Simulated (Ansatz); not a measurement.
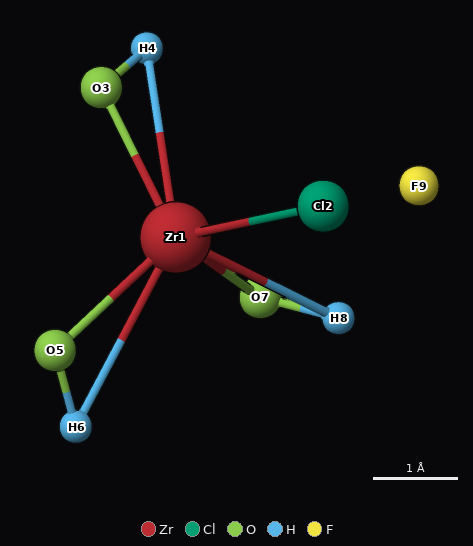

**Figure 1.** The starting structure (ball-and-stick view, seen at a tilt; atoms are numbered from 1 in the order of the input). Sticks mark near contacts. Bond lengths as drawn: Cl–Zr 2.77 Å, H–O 1.01 Å, H–Zr 2.59 Å and O–Zr 2.07 Å.

## Geometry relaxation, with input and output: ZrH₃ClO₃F (part 1 of 2)

ZrH₃ClO₃F, multiplicity 2, computed with UKS PBE/def2-SVP (Ansatz 0.2.0).

The run did not end well. The input holds or restrains some coordinates. Forces given for the steps count only the free coordinates. It belongs to a series of runs on one base structure; here: pulled along the bonds that form and break, towards end A.

## Log
```
The last accepted step is kept in [file] (removed where the run ends without a failure and the disk answers)
Engine: ansatz 0.2.0, x86_64-unknown-linux-gnu
Functional definition: PBE
  parameter kappa = 0.804
  parameter beta = 0.06672455060314922
  exchange = pbe_x(kappa = kappa, mu = beta*pi^2/3)
  correlation = pbe_c(beta = beta)
1224 factors; their error is unknown
mean field evaluation 1: about -22667.3826 eV, gradient 7.4e1 eV
mean field evaluation 2: about -22230.3231 eV, gradient 2.8e2 eV
mean field evaluation 4: about -22586.8222 eV, gradient 1.6e2 eV
mean field evaluation 8: about -22688.0740 eV, gradient 3.1e0 eV
mean field evaluation 16: about -22688.0771 eV, gradient 4.3e-3 eV
mean field evaluation 32: about -22686.1666 eV, gradient 1.4e0 eV
mean field -22688.07714208 eV, -833.7714564405 hartree, gradient 2.2e-5 eV, S^2 0.752604; 2 other end points of the search recorded, 0 dependent functions left out
the calculation of the forces begins
reference -22688.07722788 eV, -833.7714595934 hartree; 33, 32 occupied and 87, 88 virtual orbitals, 1224 factors
relax step   1: F+E_penalty+E_count = -22688.07714208 eV  Δ(F+E_penalty+E_count) = +0.000e0 eV  max|allowed force component| = 4.184e0 eV/Å  E_restraint = 13.08750000 eV  max|allowed force component, restraints' pulls added| = 3.868e1 eV/Å  Δτ_max = 0.0000 Å  (87 SCF iters, accepted)
  distance Cl 1 - F 8 = 1.8000 Å
  distance Zr 0 - Cl 1 = 2.7700 Å
these checks for a lower state are left out or cut short: starts, cluster_reference, orbital_swaps, neighbouring_geometries, increment
1224 factors; their error is unknown
mean field -22689.14050452 eV, -833.8105342891 hartree, gradient 1.6e-5 eV, S^2 0.751508; 0 other end points of the search recorded, 0 dependent functions left out
[... from here on the field's lines of each further geometry are left out, up to the last ...]
relax step   2: F+E_penalty+E_count = -22689.14050452 eV  Δ(F+E_penalty+E_count) = -1.063e0 eV  max|allowed force component| = 1.796e0 eV/Å  E_restraint = 4.93968609 eV  max|allowed force component, restraints' pulls added| = 2.015e1 eV/Å  Δτ_max = 0.1948 Å  (42 SCF iters, accepted)
relax step   3: F+E_penalty+E_count = -22689.45013113 eV  Δ(F+E_penalty+E_count) = -3.096e-1 eV  max|allowed force component| = 9.126e-1 eV/Å  E_restraint = 0.75145126 eV  max|allowed force component, restraints' pulls added| = 5.989e0 eV/Å  Δτ_max = 0.1949 Å  (47 SCF iters, accepted)
relax step   4: F+E_penalty+E_count = -22689.47155858 eV  Δ(F+E_penalty+E_count) = -2.143e-2 eV  max|allowed force component| = 7.758e-1 eV/Å  E_restraint = 0.02129907 eV  max|allowed force component, restraints' pulls added| = 5.179e-1 eV/Å  Δτ_max = 0.1991 Å  (50 SCF iters, accepted)
relax step   5: F+E_penalty+E_count = -22689.55660244 eV  Δ(F+E_penalty+E_count) = -8.504e-2 eV  max|allowed force component| = 7.353e-1 eV/Å  E_restraint = 0.01435776 eV  max|allowed force component, restraints' pulls added| = 4.698e-1 eV/Å  Δτ_max = 0.2000 Å  (49 SCF iters, accepted)
relax step   6: F+E_penalty+E_count = -22689.60503396 eV  Δ(F+E_penalty+E_count) = -4.843e-2 eV  max|allowed force component| = 1.361e0 eV/Å  E_restraint = 0.00816496 eV  max|allowed force component, restraints' pulls added| = 1.361e0 eV/Å  Δτ_max = 0.1945 Å  (54 SCF iters, accepted)
relax step   7: F+E_penalty+E_count = -22689.69456790 eV  Δ(F+E_penalty+E_count) = -8.953e-2 eV  max|allowed force component| = 8.266e-1 eV/Å  E_restraint = 0.00937413 eV  max|allowed force component, restraints' pulls added| = 3.142e-1 eV/Å  Δτ_max = 0.2000 Å  (46 SCF iters, accepted)
relax step   8: F+E_penalty+E_count = -22689.74758808 eV  Δ(F+E_penalty+E_count) = -5.302e-2 eV  max|allowed force component| = 7.385e-1 eV/Å  E_restraint = 0.01036478 eV  max|allowed force component, restraints' pulls added| = 2.064e-1 eV/Å  Δτ_max = 0.1991 Å  (53 SCF iters, accepted)
relax step   9: F+E_penalty+E_count = -22689.73699399 eV  Δ(F+E_penalty+E_count) = +1.059e-2 eV  max|allowed force component| = 1.079e0 eV/Å  E_restraint = 0.01501572 eV  max|allowed force component, restraints' pulls added| = 1.112e0 eV/Å  Δτ_max = 0.1952 Å  (55 SCF iters, rejected (line search))
relax step  10: F+E_penalty+E_count = -22689.76930559 eV  Δ(F+E_penalty+E_count) = -2.172e-2 eV  max|allowed force component| = 6.460e-1 eV/Å  E_restraint = 0.01162999 eV  max|allowed force component, restraints' pulls added| = 8.033e-2 eV/Å  Δτ_max = 0.0949 Å  (52 SCF iters, accepted)
relax step  11: F+E_penalty+E_count = -22689.78524159 eV  Δ(F+E_penalty+E_count) = -1.594e-2 eV  max|allowed force component| = 7.071e-1 eV/Å  E_restraint = 0.00763416 eV  max|allowed force component, restraints' pulls added| = 3.061e-1 eV/Å  Δτ_max = 0.0975 Å  (53 SCF iters, accepted)
relax step  12: F+E_penalty+E_count = -22689.80920513 eV  Δ(F+E_penalty+E_count) = -2.396e-2 eV  max|allowed force component| = 6.152e-1 eV/Å  E_restraint = 0.00651082 eV  max|allowed force component, restraints' pulls added| = 5.292e-1 eV/Å  Δτ_max = 0.1466 Å  (53 SCF iters, accepted)
relax step  13: F+E_penalty+E_count = -22689.83938094 eV  Δ(F+E_penalty+E_count) = -3.018e-2 eV  max|allowed force component| = 7.449e-1 eV/Å  E_restraint = 0.00680540 eV  max|allowed force component, restraints' pulls added| = 5.923e-1 eV/Å  Δτ_max = 0.1942 Å  (54 SCF iters, accepted)
relax step  14: F+E_penalty+E_count = -22689.87935171 eV  Δ(F+E_penalty+E_count) = -3.997e-2 eV  max|allowed force component| = 5.512e-1 eV/Å  E_restraint = 0.01029770 eV  max|allowed force component, restraints' pulls added| = 2.407e-1 eV/Å  Δτ_max = 0.1923 Å  (50 SCF iters, accepted)
relax step  15: F+E_penalty+E_count = -22689.89173231 eV  Δ(F+E_penalty+E_count) = -1.238e-2 eV  max|allowed force component| = 5.923e-1 eV/Å  E_restraint = 0.01190173 eV  max|allowed force component, restraints' pulls added| = 8.774e-1 eV/Å  Δτ_max = 0.1988 Å  (48 SCF iters, accepted)
relax step  16: F+E_penalty+E_count = -22689.93003615 eV  Δ(F+E_penalty+E_count) = -3.830e-2 eV  max|allowed force component| = 8.029e-1 eV/Å  E_restraint = 0.00496164 eV  max|allowed force component, restraints' pulls added| = 3.863e-1 eV/Å  Δτ_max = 0.1905 Å  (51 SCF iters, accepted)
relax step  17: F+E_penalty+E_count = -22689.95884856 eV  Δ(F+E_penalty+E_count) = -2.881e-2 eV  max|allowed force component| = 6.511e-1 eV/Å  E_restraint = 0.00574323 eV  max|allowed force component, restraints' pulls added| = 5.742e-1 eV/Å  Δτ_max = 0.1993 Å  (49 SCF iters, accepted)
relax step  18: F+E_penalty+E_count = -22690.00050946 eV  Δ(F+E_penalty+E_count) = -4.166e-2 eV  max|allowed force component| = 5.069e-1 eV/Å  E_restraint = 0.00909054 eV  max|allowed force component, restraints' pulls added| = 6.067e-1 eV/Å  Δτ_max = 0.1943 Å  (48 SCF iters, accepted)
relax step  19: F+E_penalty+E_count = -22690.04957849 eV  Δ(F+E_penalty+E_count) = -4.907e-2 eV  max|allowed force component| = 5.111e-1 eV/Å  E_restraint = 0.00718814 eV  max|allowed force component, restraints' pulls added| = 4.405e-1 eV/Å  Δτ_max = 0.1945 Å  (43 SCF iters, accepted)
relax step  20: F+E_penalty+E_count = -22690.10629452 eV  Δ(F+E_penalty+E_count) = -5.672e-2 eV  max|allowed force component| = 5.478e-1 eV/Å  E_restraint = 0.00469442 eV  max|allowed force component, restraints' pulls added| = 3.692e-1 eV/Å  Δτ_max = 0.1945 Å  (48 SCF iters, accepted)
relax step  21: F+E_penalty+E_count = -22690.17663599 eV  Δ(F+E_penalty+E_count) = -7.034e-2 eV  max|allowed force component| = 5.888e-1 eV/Å  E_restraint = 0.00292009 eV  max|allowed force component, restraints' pulls added| = 5.495e-1 eV/Å  Δτ_max = 0.1952 Å  (47 SCF iters, accepted)
relax step  22: F+E_penalty+E_count = -22690.25637243 eV  Δ(F+E_penalty+E_count) = -7.974e-2 eV  max|allowed force component| = 6.265e-1 eV/Å  E_restraint = 0.00372905 eV  max|allowed force component, restraints' pulls added| = 5.121e-1 eV/Å  Δτ_max = 0.1852 Å  (41 SCF iters, accepted)
relax step  23: F+E_penalty+E_count = -22690.29377238 eV  Δ(F+E_penalty+E_count) = -3.740e-2 eV  max|allowed force component| = 6.404e-1 eV/Å  E_restraint = 0.00553379 eV  max|allowed force component, restraints' pulls added| = 5.387e-1 eV/Å  Δτ_max = 0.0740 Å  (43 SCF iters, accepted)
the calculation of the forces begins
reference -22690.44214800 eV, -833.8583688050 hartree; 33, 32 occupied and 87, 88 virtual orbitals, 1224 factors
relax step  24: F+E_penalty+E_count = -22690.44205458 eV  Δ(F+E_penalty+E_count) = -1.483e-1 eV  max|allowed force component| = 7.894e-1 eV/Å  E_restraint = 0.00170518 eV  max|allowed force component, restraints' pulls added| = 9.548e-1 eV/Å  Δτ_max = 0.1949 Å  (47 SCF iters, accepted)
  distance Cl 1 - F 8 = 2.7074 Å
  distance Zr 0 - Cl 1 = 2.5124 Å
these checks for a lower state are left out or cut short: starts, cluster_reference, orbital_swaps, neighbouring_geometries, increment
1224 factors; their error is unknown
mean field -22690.71430828 eV, -833.8683705109 hartree, gradient 2.5e-5 eV, S^2 0.752111; 0 other end points of the search recorded, 0 dependent functions left out
the calculation of the forces begins
reference -22690.71440065 eV, -833.8683739053 hartree; 33, 32 occupied and 87, 88 virtual orbitals, 1224 factors
relax step  25: F+E_penalty+E_count = -22690.71430828 eV  Δ(F+E_penalty+E_count) = -2.723e-1 eV  max|allowed force component| = 9.768e-1 eV/Å  E_restraint = 0.00852994 eV  max|allowed force component, restraints' pulls added| = 9.648e-1 eV/Å  Δτ_max = 0.1946 Å  (46 SCF iters, accepted)
  distance Cl 1 - F 8 = 2.6777 Å
  distance Zr 0 - Cl 1 = 2.5116 Å
```

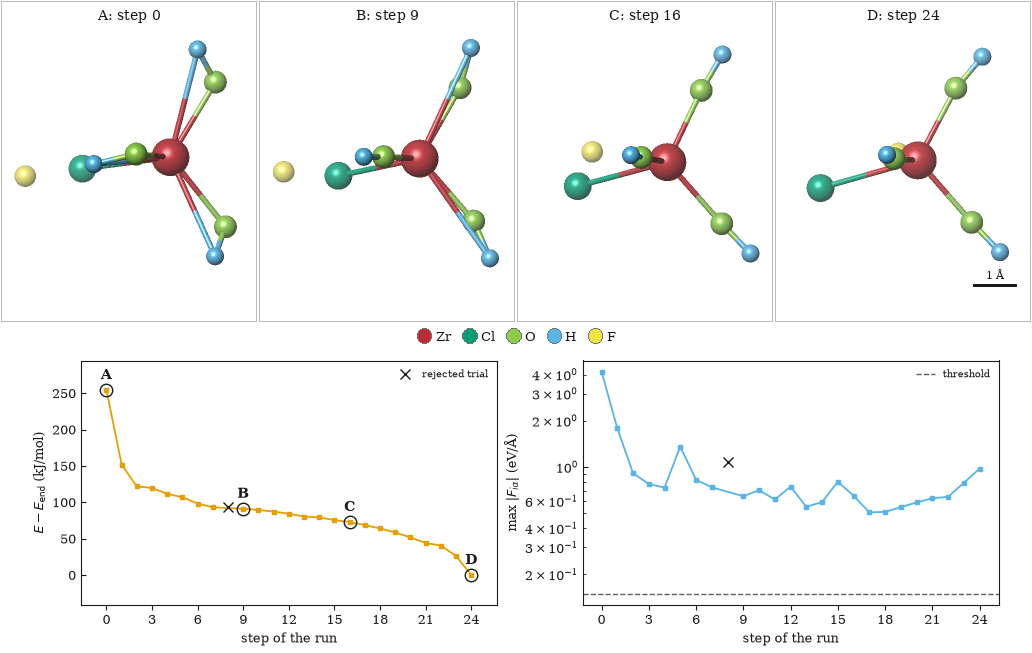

**Figure 2.** Frames of the restrained relaxation (ball-and-stick view, seen at an oblique angle) above the curves, on which the letters mark them (the first geometry is step 0 here and step 1 in the log).

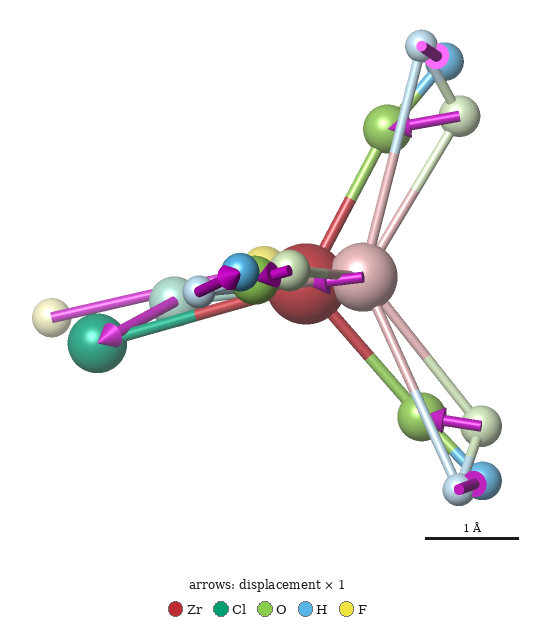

**Figure 3.** Start (faint) and end (solid) with the displacements as pink arrows, at true length (ball-and-stick view, seen at an oblique angle). The two geometries are laid on each other by the best rigid fit. The relaxation stopped without meeting its thresholds, so the last structure isn't shown to be converged. The energy falls by 254.4 kJ/mol in 24 geometry steps. The largest force component goes from 4.2 to 0.98 eV/Å. The line search rejected the trial step at point 8 (counted from 0) and went back. The atom that moves furthest after the best rigid fit is F9 (2.37 Å). Largest moves by element: F 2.37 Å, Cl 1.25 Å, H 0.92 Å, O 0.79 Å, Zr 0.64 Å. Among the contacts that change: Zr1–F9 4.570 → 2.725 Å, Zr1–H8 2.587 → 2.889 Å, Zr1–H6 2.587 → 2.869 Å, Zr1–H4 2.589 → 2.865 Å. Among the angles that change: Zr1–O7–H8 109.5° → 171.7°, Zr1–O5–H6 109.5° → 169.5°, Zr1–O3–H4 109.5° → 167.7°. (Atoms are counted from 1 in the order of the input.)

```
Unfinished report: {"positions_ang":[[-0.18173054292468388,-0.2582629220279712,0.5595635209281461],[-1.1731484764354954,-0.9055315531743512,2.774576875650591],[1.6579731659613877,-0.39814186071288776,0.045390461174139404],[2.5434222449504724,-0.2983706466319207,-0.3226420827665758],[-0.9621781288180775,1.3361659569195978,-0.15513136793467763],[-1.3841790813648216,2.04295243964611,-0.6604872846486389],[-1.0357063871440868,-1.6809448055676877,-0.4152514457197843],[-1.3775870739518257,-2.3670280356590014,-1.011307046904405],[0.8211342797271304,0.8806614272081135,2.8227883702212053]],"unchecked":["starts","cluster_reference","orbital_swaps","neighbouring_geometries","increment"],"mean_field":{"relativity":"none","state":{"energy":{"ev":-22690.71440065023,"hartree":-833.8683739052696},"converged":true,"gradient_ev":0.0000246781252191227,"stability":{"kind":"minimum","curvature_ev":1.4052942979663936},"curvature_floor_ev":0.00030000000000000003,"spin_squared":0.7521110344995137},"others":[],"fillings":{"estimated":0,"unestimated":0,"tried":0,"untried":0,"excluded_magnetic_sites":0},"n_dropped_functions":0,"n_trapped_functions":0,"passes":{"evaluations":5,"products":41},"factors":{"origin":"density fitting in generated functions","count":1224,"bound_ev":null},"gradient_stop_ev":0.00004215882893899181,"reference_kind":"stationary","functional":{"name":"PBE","citations":["Perdew, Burke & Ernzerhof, Phys. Rev. Lett. 77, 3865 (1996) doi:10.1103/PhysRevLett.77.3865"],"text":"name \"PBE\"\ncite \"Perdew, Burke & Ernzerhof, Phys. Rev. Lett. 77, 3865 (1996) doi:10.1103/PhysRevLett.77.3865\"\nparent pbe\nparameter kappa = 0.804\nparameter beta = 0.06672455060314922\nexchange = pbe_x(kappa = kappa, mu = beta*pi^2/3)\ncorrelation = pbe_c(beta = beta)\n","parameters":{"beta":{"value":0.06672455060314922,"default":0.06672455060314922},"kappa":{"value":0.804,"default":0.804}},"final_grid":{"core_spheres":13.0,"valence_spheres":11.0,"degree":36.0},"final_grid_parameter_source":"default","radial_points_factor":1.0,"radial_grid_error_ev":3.125828648923977e-7,"grid_sensitivity":"normal","grid_sensitivity_ratio":0.001870803151768979},"unsmoothed_excess_ev":-0.0000923654917823397,"symmetry":{"irreps":["A"],"axes":[[0.9965941094117018,-0.015620863847600069,0.08097017783450937],[0.011079109524831404,0.9983557772536086,0.05624051347987387],[-0.08171557023012273,-0.055151886975858086,0.9951285519695273]],"occupied":[{"A":33},{"A":32}]},"density_repulsion":{"missed_ev":0.00007644197511475,"excess_ev":0.00007644193660644234,"most_excess_ev":0.0008449999999999999,"are_drawn_again":false,"n_first_factors":1224,"energy_change_ev":0.0,"n_dropped_ends":0},"direct_passes":"host"},"factors":{"origin":"density fitting in generated functions","count":1224,"bound_ev":null},"n_frozen":0,"n_occupied":[33,32],"n_virtual":[87,88],"reference":{"ev":-22690.71440065023,"hartree":-833.8683739052696},"total":{"ev":-22690.71440065023,"hartree":-833.8683739052696},"forces_ev_per_angstrom":[[0.27448400152439734,0.4059067835057005,0.5251094637203203],[0.44012794106483705,0.3633506373571021,0.22696547337596432],[-0.00541726913168352,-0.059237835267403866,0.029244006454178455],[0.12087472688795545,0.012142656554091842,-0.0205857552688241],[0.018491427795062007,0.016573258503564437,0.12213640113153316],[0.008900466870441994,0.022906896219794852,-0.021882770313567036],[-0.0057573286878629506,-0.06298088214793214,-0.048344730129807466],[0.09285645908646785,0.17234098853538077,0.16420109881506234],[-0.9445604254060492,-0.8710025032558782,-0.9768431877842776]],"charge_distribution":{"dipole_moment_e_ang":[-0.08223878689694748,-0.13369580778425383,-0.936281199735989],"mulliken_charges_e":[0.8638891117691827,-0.15168751832936067,-0.3586207771376255,0.19401272764081667,-0.3599880550864505,0.19642688155445254,-0.3587387307436316,0.19804952032799183,-0.2233431599953768],"lowdin_charges_e":[-0.6767886974416761,0.33120027695788323,0.12950114233483045,0.00921911923727492,0.1323007119413777,0.011706686676503875,0.13061195238917644,0.015764302209392955,-0.08351549430480709]},"orbitals_path":"[file]","n_threads":4,"memory_gib":4.261363637633622,"seconds":{"hamiltonian":3.163182208,"orbitals":0.0,"second_order":0.0,"solver_start":0.0,"cycles":0.0,"cycle":0.0,"perturbative":0.0,"full_ci_increment":0.0,"forces":0.0}}
this run last wrote the structure of step 25 to [file]
Error: geometry relaxation did not converge after 25 steps: max|allowed force component| = 9.77e-1 eV/Å without the restraints, 9.65e-1 eV/Å with the forces of `relax.restrain` added, the figure compared with `relax.f_tol` (threshold 1.5e-1). Raise `relax.max_steps` over both its present limit and 25, loosen `relax.f_tol`, or start from a geometry closer to equilibrium; or lower a very stiff `relax.restrain[].k`, which can take fewer steps but ends farther from `at`. Where this run's directory can be resumed (`checkpoint.write`), a resume goes on for up to `relax.max_steps` more
```

## Trajectory as extended XYZ (Å, eV, eV/Å), 25 frames, from step=1 to step=25
```
9
Properties=species:S:1:pos:R:3:forces:R:3 step=1 energy=-22688.07714
Zr    0.0000    0.0000    0.0000    0.2541   0.3171  -0.9456
Cl    0.0000    0.0000    2.7700   -0.0340  -0.0438  -4.1836
O     1.9520    0.0000   -0.6893   -1.9326  -1.3819   0.7284
H     2.2684   -0.9521   -0.8060   -0.1957   1.2732   0.0426
O    -0.9750    1.6891   -0.6893   -0.2265  -2.3949   0.5748
H    -1.9328    1.4584   -0.9117    1.1757   0.5247   0.1821
O    -0.9750   -1.6891   -0.6893    0.5272   1.3819   2.1488
H    -1.4296   -2.1548    0.0831    0.4405   0.3396  -1.1204
F     0.0000    0.0000    4.5700   -0.0088  -0.0158   2.5730
9
Properties=species:S:1:pos:R:3:forces:R:3 step=2 energy=-22689.14050
Zr    0.0031    0.0037    0.0137    0.1715   0.2265  -0.5205
Cl   -0.0008   -0.0010    2.5752   -0.0533  -0.0781  -1.7298
O     1.9150   -0.0140   -0.6747   -1.4978  -0.9535   0.5000
H     2.2671   -0.9391   -0.8063   -0.1071   0.8859   0.0282
O    -0.9686    1.6497   -0.6761   -0.0635  -1.7957   0.3998
H    -1.9211    1.4645   -0.9106    0.8022   0.3905   0.1261
O    -0.9599   -1.6585   -0.6585    0.4625   1.1287   1.6289
H    -1.4266   -2.1535    0.0720    0.2867   0.1970  -0.8106
F    -0.0002   -0.0003    4.7029   -0.0014  -0.0013   0.3779
```
